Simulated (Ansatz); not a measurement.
# H2O2 (hydrogen peroxide) at B3LYP/def2-TZVPP

Aim: the electronic atomisation energy of H2O2 (hydrogen peroxide) at B3LYP/def2-TZVPP, from 3 runs. 

The calculation is run with Ansatz 0.2.0.

38 further runs of the same task are left out: 38 set aside as unsound or not needed.

## Step 1: The molecule

The species is H2O2 (4 atoms), meant as a singlet with charge 0. As SMILES, `OO`. The shape is that of a PBE0-D4/def2-TZVP optimisation.

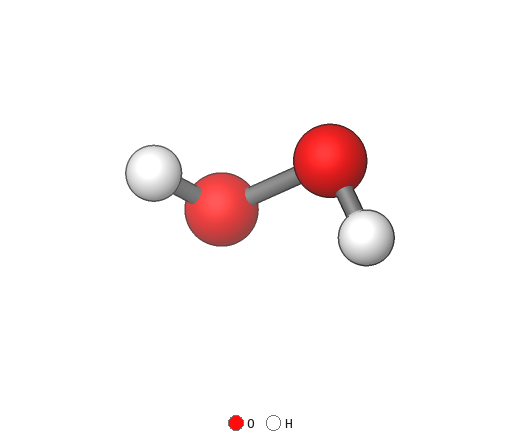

Viewed from a chosen angle; oxygen red, hydrogen white.

## Step 2: A single-point energy at B3LYP/def2-TZVPP

The input, input.yaml:

```yaml
crystal:
  periodic: [false, false, false]
  atoms:
    - symbol: O
      position_ang: [-0.486800, -0.581100, 0.030600]
    - symbol: O
      position_ang: [0.048300, 0.728400, 0.206900]
    - symbol: H
      position_ang: [0.186400, -1.117000, 0.467400]
    - symbol: H
      position_ang: [0.252100, 0.969800, -0.704900]
basis:
  gaussian:
    orbitals: def2-TZVPP
hamiltonian:
  xc: {name: B3LYP}
accuracy: high
output:
  orbitals: {seedname: orbitals}
```

The run is started by

```sh
$ ansatz run input.yaml --threads 1 --pin off --max-ram 3480MiB --events-out events.jsonl --progress --plain --runs-dir runs
```

The log of the run:

```text
Warning: RAYON_NUM_THREADS=1 ignored (pool sized by the plan → 1); use --threads N
Functional definition: B3LYP
  name "B3LYP"
  parameter a0 = 0.2
  parameter ax = 0.72
  parameter ac = 0.81
  exchange = (1 - a0 - ax)*slater_x + ax*b88_x + a0*exact_x
  correlation = (1 - ac)*vwn_rpa_c + ac*lyp_c
1537 factors; integrals over basis functions are off by at most 3.6e-9 eV
mean field evaluation 1: about -4123.0581 eV, gradient 4.1e1 eV
mean field evaluation 2: about -4121.0148 eV, gradient 5.5e1 eV
mean field evaluation 4: about -4125.8180 eV, gradient 3.9e-1 eV
mean field evaluation 8: about -4125.8163 eV, gradient 4.7e-3 eV
mean field evaluation 16: about -4125.8163 eV, gradient 2.2e-7 eV
mean field -4125.81633506 eV, -151.6209537346 hartree, gradient 3.0e-8 eV, S^2 0.000000; 0 other end points of the search recorded, 0 dependent functions left out
reference -4125.81636162 eV, -151.6209547109 hartree; 9, 9 occupied and 81, 81 virtual orbitals, 1537 factors
Total energy: -4125.81636162 eV, -151.6209547109 hartree
```

Run time: 2.7 s. Hardware: 1 thread of Arm Neoverse V2, shared host; peak memory 0.19 GiB.

## Step 3: The H atom at the same level

The input, in.yaml:

```yaml
crystal:
  periodic: [false, false, false]
  atoms:
    - {symbol: H, position_ang: [0.000000, 0.000000, 0.000000]}
basis:
  gaussian:
    orbitals: def2-TZVPP
magnetization:
  spin_polarized: true
  initial_magnetization: 1
hamiltonian:
  xc: {name: B3LYP}
accuracy: high
```

Run the same way, it converges to -0.50215 Eh (log not shown).

## Step 4: The O atom at the same level

The input, run.yaml:

```yaml
crystal:
  periodic: [false, false, false]
  atoms:
    - {symbol: O, position_ang: [0.000000, 0.000000, 0.000000]}
basis:
  gaussian:
    orbitals: def2-TZVPP
magnetization:
  spin_polarized: true
  initial_magnetization: 2
hamiltonian:
  xc: {name: B3LYP}
accuracy: high
```

Run the same way, it converges to -75.09628 Eh (log not shown).

## Step 5: Results

Level: B3LYP/def2-TZVPP.

| quantity | value |
| --- | --- |
| molecule: total energy | -151.62095 Eh |
| molecule: HOMO energy | -7.88 eV |
| molecule: LUMO energy | 0.25 eV |
| molecule: HOMO–LUMO gap | 8.12 eV |
| H atom: total energy | -0.50215 Eh |
| H atom: ⟨S²⟩ | 0.750 |
| O atom: total energy | -75.09628 Eh |
| O atom: ⟨S²⟩ | 2.003 |
| electronic atomisation energy | 11.540 eV |

What this shows: Taking the molecule apart into free atoms costs 11.54 eV (266 kcal/mol), before zero-point energy and without spin-orbit coupling.
